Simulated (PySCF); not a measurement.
C6H13NOSi2 (SMILES CCc1ccoc1N([SiH3])[SiH3])

Input file:

```
{"job": {"kind": "nmr", "xc": "PBE0", "basis": "pcSseg-1"}, "charge": 0, "multiplicity": 1}
C      2.319771    -1.093215     0.573968
C      1.688548    -0.773973    -0.782261
C      0.845333     0.456922    -0.706364
C      1.286609     1.763622    -1.066832
C      0.282584     2.621716    -0.768059
O     -0.764709     1.937263    -0.244099
C     -0.419046     0.629907    -0.205677
N     -1.374829    -0.191583     0.340246
Si    -2.546265     0.732551     1.269579
Si    -1.509811    -1.871314    -0.097216
H      1.544548    -1.249530     1.320716
H      2.929983    -1.991656     0.509163
H      2.948743    -0.268045     0.901228
H      1.092856    -1.626743    -1.113263
H      2.479322    -0.607984    -1.517661
H      2.238287     2.009850    -1.493900
H      0.175491     3.683277    -0.860975
H     -1.796763     1.560028     2.210703
H     -3.324305    -0.284090     1.972793
H     -3.398999     1.520892     0.381986
H     -1.378398    -1.996655    -1.551006
H     -0.483877    -2.652270     0.599678
H     -2.839826    -2.281984     0.337332
```

Command:

```sh
OMP_NUM_THREADS=1 python probes_run.py task.json out
```

Geometry: GFN2-xTB.

All numbers below come from PySCF, PBE0/pcSseg-1, SCF density, gas phase, non-relativistic.

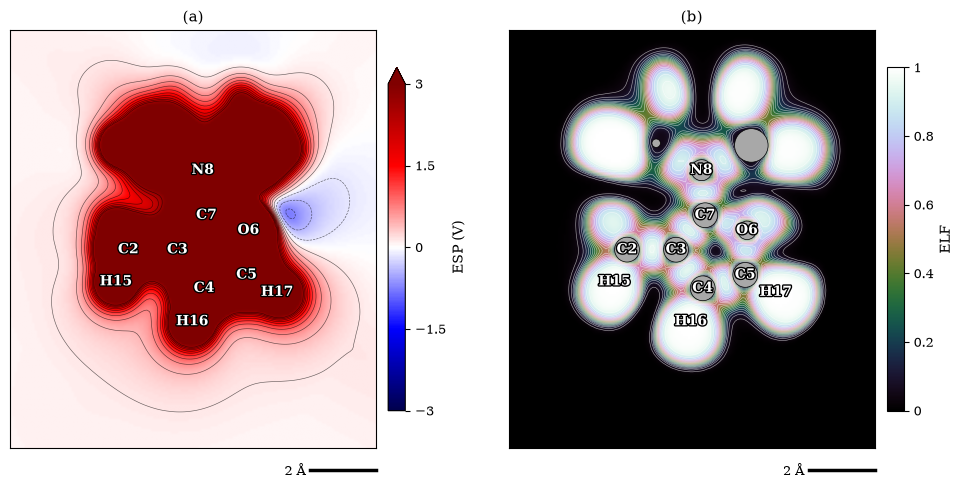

Figure 1. (a) electrostatic potential; (b) ELF on the plane of atoms O6, C7 and N8. Grey discs cover the atomic cores in the ELF map.

Q: Describe what can be read from this map.

A: The plane passes through C, O, N and H nuclei. C–O (1.35 Å): the ELF peaks at about 0.90 between the atoms (a polar covalent bond). C–C (1.35 Å): the ELF peaks at about 0.95 between the atoms, as expected for localised, covalent bonding. C–N (1.37 Å): the ELF peaks at about 0.90 between the atoms: localised, covalent bonding. C–H (1.07 Å): the ELF climbs to about 1 towards the hydrogen, as it does in any bond to H; an ordinary covalent bond to hydrogen. C–C (1.43 Å): the ELF peaks at about 0.95 between the atoms; a covalent bond. The ELF also peaks beside O6, away from the bonds: lone-pair regions. Outside the dense part of the molecule the potential is most negative (−0.8 V) near O6.

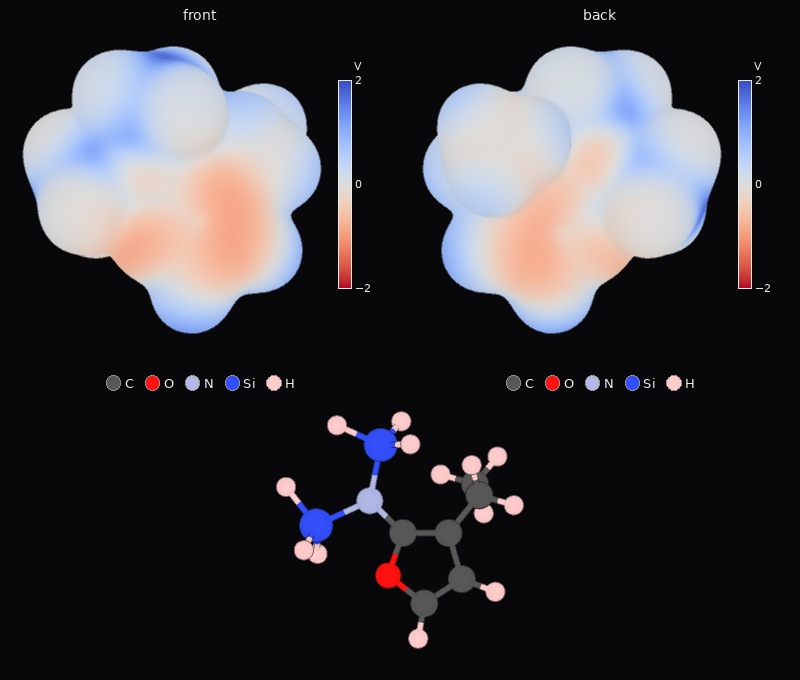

Figure 2. The molecular electrostatic potential painted on the density surface at 0.002 e/bohr³, seen from the front and from behind; red is negative and blue positive. The bare structure is drawn below in the same view.

Q: Which sites attract a positive test charge, and which a negative one?

A: A positive charge is drawn to the negative regions and a negative charge to the positive ones. The most negative region (about −0.8 V, or −18 kcal/mol for a unit charge) lies over the π face of C3, C4 and C5, the most positive (about +1.5 V, or +35 kcal/mol for a unit charge) over Si9 and Si10.

Q: What dipole moment does the calculation give?

A: Its dipole moment is 0.56 D.
